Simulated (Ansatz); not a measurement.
## C3H9ClSi: one change and its effect

System: C3H9ClSi.
Method of run A: RKS SPW92 (LDA)/def2-TZVPP (Ansatz 0.2.0).

The geometry comes from this level: PBE0-D4/def2-TZVP. Text and figures count atoms from 1; the logs count them from 0 in places.

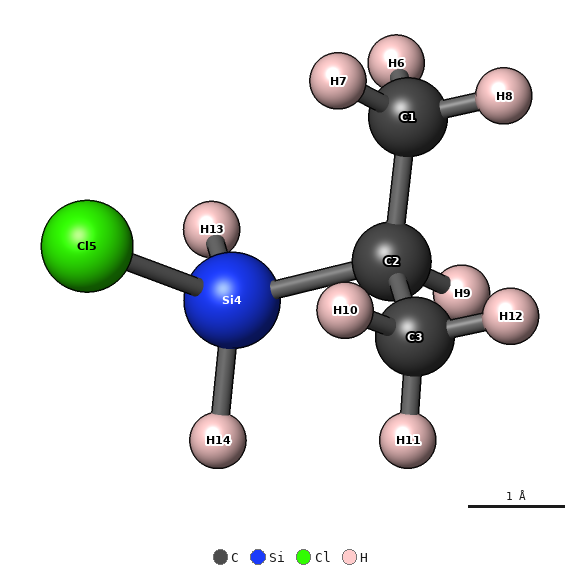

**Figure 1.** The input geometry (ball-and-stick view, seen at a tilt; atoms are numbered from 1 in the order of the input).

## The input, run A
```yaml
crystal:
  periodic: [false, false, false]
  atoms:
    - {symbol: C, position_ang: [0.083721, 0.997681, -1.145274]}
    - {symbol: C, position_ang: [-0.452123, 0.169162, 0.019042]}
    - {symbol: C, position_ang: [-0.748499, -1.268388, -0.399098]}
    - {symbol: Si, position_ang: [0.689631, 0.237738, 1.500771]}
    - {symbol: Cl, position_ang: [2.516681, -0.590452, 1.010822]}
    - {symbol: H, position_ang: [0.252507, 2.040428, -0.865018]}
    - {symbol: H, position_ang: [1.032276, 0.593436, -1.508959]}
    - {symbol: H, position_ang: [-0.620870, 0.986836, -1.982337]}
    - {symbol: H, position_ang: [-1.384977, 0.629591, 0.377079]}
    - {symbol: H, position_ang: [0.162166, -1.775414, -0.729351]}
    - {symbol: H, position_ang: [-1.177528, -1.854327, 0.417575]}
    - {symbol: H, position_ang: [-1.456955, -1.288917, -1.232713]}
    - {symbol: H, position_ang: [0.944158, 1.637452, 1.925591]}
    - {symbol: H, position_ang: [0.147112, -0.543927, 2.640571]}
basis:
  gaussian: {orbitals: def2-TZVPP}
hamiltonian: {xc: lda}
output: {orbitals: {seedname: orbitals}}
```

Launched with:
```bash
ansatz run in.yaml --threads 4 --pin off --events-out ev --progress --plain --max-ram 10444MiB
```

Hardware: 4 threads of AMD EPYC, 23 GiB of memory available, shared host.

## Output (run A)
```
Functional definition: SPW92
  exchange = slater_x
  correlation = pw_c
1653 factors; their error is unknown
mean field evaluation 1: about -23540.7122 eV, gradient 8.6e1 eV
mean field evaluation 2: about -23490.6365 eV, gradient 1.6e2 eV
mean field evaluation 4: about -23557.9088 eV, gradient 1.4e1 eV
mean field evaluation 8: about -23558.3164 eV, gradient 2.7e-1 eV
mean field evaluation 16: about -23558.2673 eV, gradient 4.5e-4 eV
mean field -23558.26733269 eV, -865.7503561091 hartree, gradient 1.9e-5 eV, S^2 0.000000; 0 other end points of the search recorded, 0 dependent functions left out
reference -23558.26737742 eV, -865.7503577530 hartree; 29, 29 occupied and 274, 274 virtual orbitals, 1653 factors
Total energy: -23558.26737742 eV, -865.7503577530 hartree
```

The input of run B differs as follows (lines with − go, lines with + come):
```diff
-hamiltonian: {xc: lda}
+hamiltonian: {xc: {name: LC-wPBE}}
```

What does this change do to the results?

The total energies belong to different methods, so their difference says nothing on which is more stable or more accurate. The HOMO goes from −7.01 to −10.88 eV. The LUMO goes from −0.78 to 2.59 eV.

## Output (run B)
```
Functional definition: LC-wPBE
  parameter omega = 0.4/bohr
  exchange = pbe_x_sr(omega) + exact_x_lr(omega)
  correlation = pbe_c
1653 factors; their error is unknown
515 factors; integrals over basis functions are off by at most 2.4e-5 eV
mean field evaluation 1: about -23649.5371 eV, gradient 4.4e1 eV
mean field evaluation 2: about -23651.7266 eV, gradient 3.2e1 eV
mean field evaluation 4: about -23654.0647 eV, gradient 1.4e0 eV
mean field evaluation 8: about -23654.0260 eV, gradient 5.9e-1 eV
mean field evaluation 16: about -23654.0264 eV, gradient 4.9e-5 eV
mean field -23654.02642046 eV, -869.2694376770 hartree, gradient 4.9e-5 eV, S^2 0.000000; 0 other end points of the search recorded, 0 dependent functions left out
reference -23654.02642047 eV, -869.2694376773 hartree; 29, 29 occupied and 274, 274 virtual orbitals, 1653 factors
Total energy: -23654.02642047 eV, -869.2694376773 hartree
```

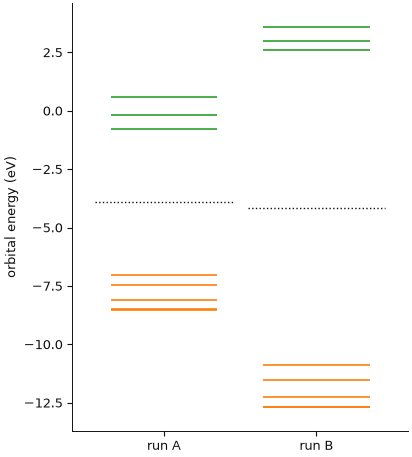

**Figure 2.** The five highest filled and three lowest empty orbital energies of the two runs; the dotted lines part filled from empty levels. The HOMO–LUMO gap is 6.23 eV in run A and 13.47 eV in run B.

## The two runs side by side

```tsv
quantity	run A	run B
outcome	converged	converged
total energy (hartree)	−865.750358	−869.269438
HOMO (eV)	−7.01	−10.88
LUMO (eV)	−0.78	2.59
basis functions	303	303
wall time (shared host)	1.6 s	3 s
```
